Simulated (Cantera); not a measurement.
Feed: 1 mol CHF3, 0.031 mol HCl, 0.88 mol H2, held at 0.100 bar.

Cantera equilibrium calculation (NASA polynomials, part measured and part estimated; ideal gas, pure solids and liquids). Candidate condensed phases: C, C6H6, C7H8, C8H18; 118 gas species. Gases not in the tables: C2F6 and larger saturated fluorocarbons. Kinetics and transport are ignored.

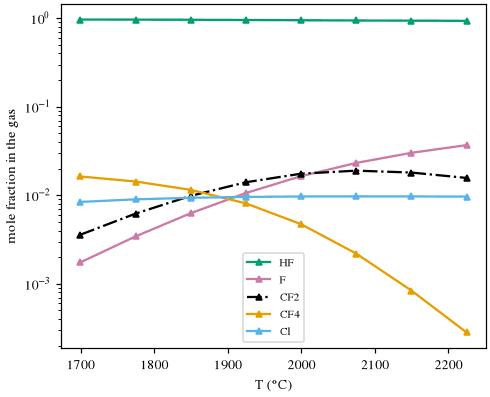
Fig. 1. Equilibrium gas composition (values under 1e-9 drawn at 1e-9)

Problem. Read off the mole fractions at 2075 °C.

Solution. HF about 0.94, F about 0.023, CF2 about 0.019, Cl about 0.0097, CF4 about 0.0022.
